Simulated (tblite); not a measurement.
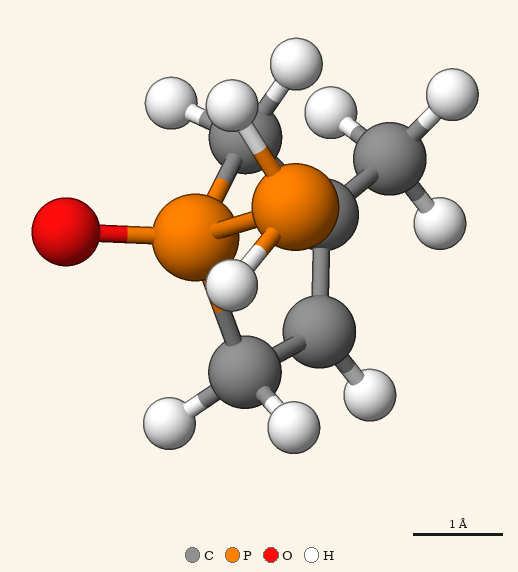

This is the input geometry for a relaxation of C₅H₁₀OP₂. Style: ball-and-stick. Shown from a free direction.

Method: GFN2-xTB geometry optimisation, gas phase (tblite).

```xyz
18

C    -2.5257    0.5707   -0.3958
C    -1.1828    0.0503   -0.0718
C    -0.7833   -1.2356   -0.2155
C     0.6067   -1.5797    0.1788
P     1.3494    0.0090    0.5575
O     2.0793    0.0641    1.8569
P     2.6227    0.5927   -1.0774
C    -0.1513    0.9999    0.5134
H    -2.4555    1.3583   -1.1498
H    -3.1938   -0.2113   -0.7846
H    -3.0124    0.9895    0.4966
H    -1.4569   -2.0029   -0.6062
H     1.1264   -2.1090   -0.6066
H     0.5937   -2.2252    1.0734
H     3.7243   -0.2104   -0.7222
H     3.1384    1.7625   -0.4650
H    -0.0389    1.8881   -0.1124
H    -0.4491    1.2951    1.5189
```

Where does the relaxation end?

H17 moves most after the best rigid fit: 0.52 Å. Largest moves by element: H 0.52 Å, P 0.46 Å, O 0.31 Å, C 0.27 Å. Some distances before and after: C4–P5 1.794 → 1.847 Å, P5–C8 1.799 → 1.847 Å, P5–P7 2.153 → 2.191 Å, C2–C3 1.354 → 1.329 Å. Among the angles between lasting bonds that change: P5–P7–H16 96.4° → 89.2°, P5–P7–H15 96.7° → 89.6°, C4–P5–C8 97.9° → 92.7°. After 102 geometry steps the energy has fallen by 23.0 kJ/mol.

Final geometry:

```xyz
18

C    -2.3784    0.6349   -0.5720
C    -1.1110    0.0451   -0.0502
C    -0.7085   -1.2069   -0.2405
C     0.5924   -1.6142    0.3705
P     1.4168    0.0161    0.6431
O     2.3656    0.1352    1.7620
P     2.2245    0.6002   -1.3085
C    -0.1955    0.9085    0.7685
H    -2.1604    1.4647   -1.2438
H    -2.9579   -0.1099   -1.1110
H    -2.9796    1.0236    0.2496
H    -1.2808   -1.9270   -0.8045
H     1.1730   -2.2836   -0.2671
H     0.4644   -2.0965    1.3452
H     3.3542   -0.1760   -1.0614
H     2.8039    1.7179   -0.7121
H    -0.1412    1.9343    0.3981
H    -0.4902    0.9394    1.8222
```

The end point in the same view:

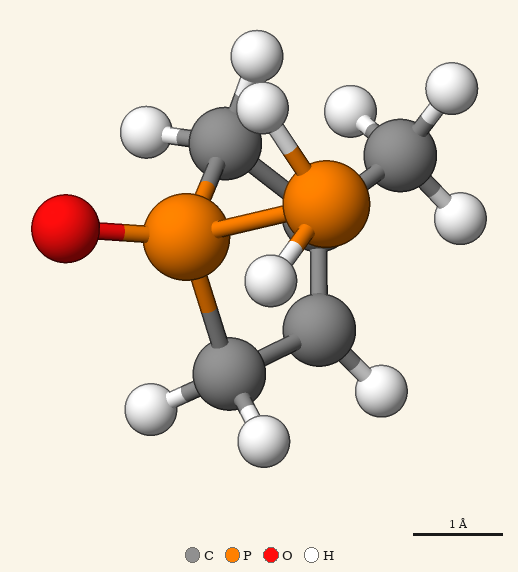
